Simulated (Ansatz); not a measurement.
FGaH2P (SMILES [F][GaH][PH]) (doublet)

Input

```
crystal:
  periodic: [false, false, false]
  atoms:
    - symbol: F
      position_ang: [-1.203095, 2.070558, 0.059426]
    - symbol: Ga
      position_ang: [-0.506689, 0.505393, 0.495927]
    - symbol: P
      position_ang: [-0.479554, -1.121005, -1.197637]
    - symbol: H
      position_ang: [0.006404, 0.420245, 1.982397]
    - symbol: H
      position_ang: [-1.099844, -0.217160, -2.117393]
basis:
  gaussian:
    orbitals: def2-TZVPD
hamiltonian:
  xc: {name: PBE0}
output:
  forces: true
  orbitals: {seedname: orbitals}
magnetization:
  spin_polarized: true
  initial_magnetization: 1
```

Run with:

```sh
ansatz run input.yaml --threads 1 --pin off --max-ram 2610MiB --events-out events.jsonl --progress --plain --runs-dir runs
```

Geometry: B3LYP/6-31G*.

Level of theory: Ansatz, isolated molecule in a Gaussian basis; Kohn-Sham density functional theory, functional PBE0.

Q: What can the converged electron density, electron localisation function and spin density tell about the bonding?

A: Ga–F (1.77 Å): the density is about 0.87 e/Å³ at the midpoint; the ELF peaks at about 0.85 in the valence shell of F, 0.5 Å from its nucleus, and is about 0.15 at the midpoint.
Ga–P (2.35 Å): ρ at the midpoint is about 0.59 e/Å³; the ELF peaks at about 0.90 between the atoms; a shared electron pair.
P–H (1.43 Å): ρ is about 1.1 e/Å³ halfway; the ELF climbs to about 1 towards the hydrogen, as it does in any bond to H.
Ga–H (1.57 Å): the density is about 0.98 e/Å³ at the midpoint; the ELF climbs to about 1 towards the hydrogen.
The unpaired spin (1 electron) lies mostly on P3 (about 0.9) and Ga2 (about 0.1), in electrons by Hirshfeld's partition.

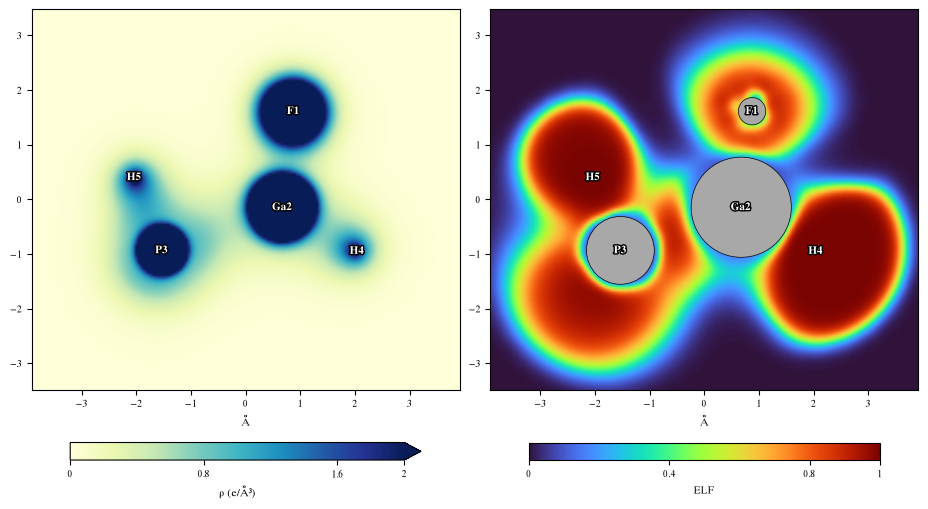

Computed electron density and electron localisation function on the molecular plane, in this order. Grey discs cover the atomic cores in the ELF map. 
